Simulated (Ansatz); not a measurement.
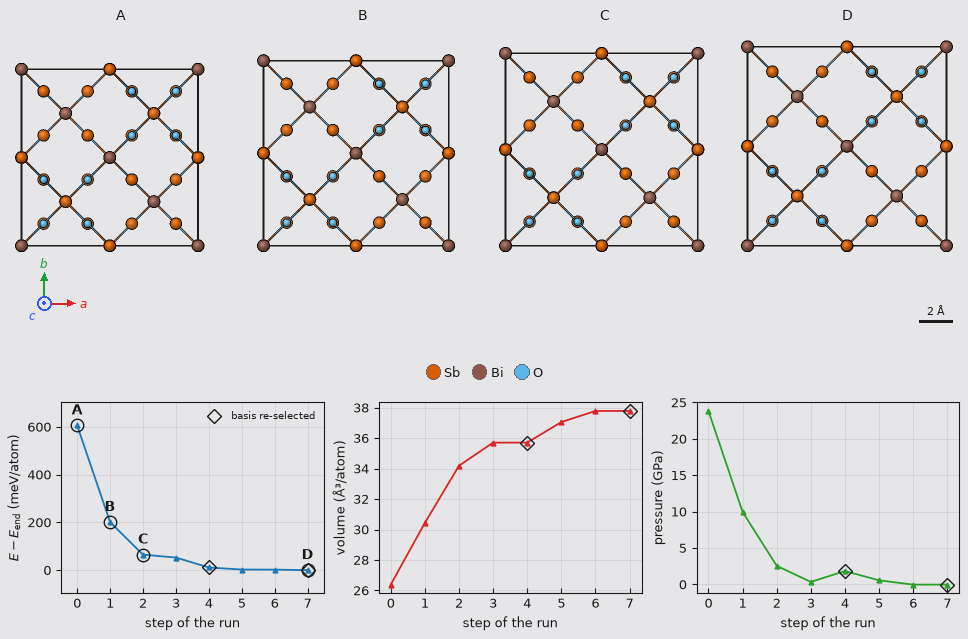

Frames of a relaxation of solid BiSb₃O₂ (a generated structure, set up in Fd-3m) (coarse preliminary run), marked on the history of the run. A ball-and-stick model of the conventional cell (4 times the calculation's cell), seen along the c axis. Lengths and directions refer to the drawn axes.

All numbers below come from DFT PBE, scalar-relativistic, plane waves, PAW (Ansatz). Set-up: plane-wave cutoff 420 eV; k-point mesh 4 × 4 × 4; occupations gaussian; smearing width 0.1 eV; no spin polarisation; cell and atoms relaxed; force threshold 0.04 eV/Å; at most 70 steps.

Question: Describe the path.

Answer: After 5 accepted moves (7 points after the start) the energy has fallen by 606 meV per atom. All forces vanish by symmetry, so only the cell relaxes. The pressure goes from 23.83 to −0.02 GPa. The SCF was repeated twice at an unchanged geometry on a basis and grid sized afresh for the cell, which shifted the energy by 41.6 meV per atom at most. The atoms keep their places relative to the cell (all moves are under 0.005 Å). Cell: a = b = c 10.819 → 12.195 Å (+12.7 %). Volume +43.2 %. Near-neighbour distances that change, for instance: O–Sb 2.342 → 2.640 Å, Bi–Sb 2.342 → 2.640 Å. The space group stays Fd-3m (No. 227). From step 0 to 1: volume +15.3 %, energy −405 meV per atom. From step 1 to 2: volume +12.3 %, energy −136 meV per atom. From step 2 to 7: volume +10.5 %, energy −65.0 meV per atom.
